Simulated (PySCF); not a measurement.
H₂F₄Ga₂, singlet at its PBE0/def2-SVP optimised geometry (Å):

```
8

Ga    -0.2219    -0.3889     0.0000
Ga    -1.8556     1.3809    -1.7428
H     -3.3917     1.3808    -1.7428
F     -1.3142    -1.3566     0.9518
F     -1.0370     1.3566     0.0000
H      1.3142    -0.3889     0.0000
F     -1.0405    -0.3646    -1.7428
F     -0.7634     2.3486    -2.6946
```

Level of theory: PBE0/def2-TZVP run with PySCF.

Map of the log10 of the electron density (e/bohr³), floored at −4 on the plane z = 1.5 Å:

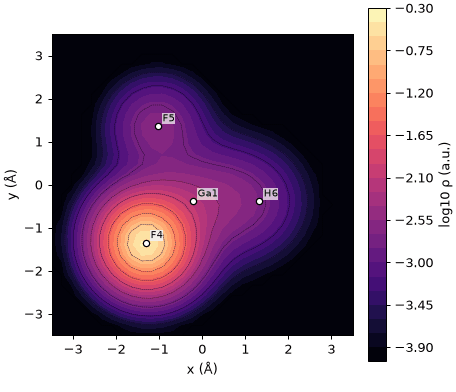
Log10 of the electron density (e/bohr³), floored at −4 on the plane z = 1.5 Å.
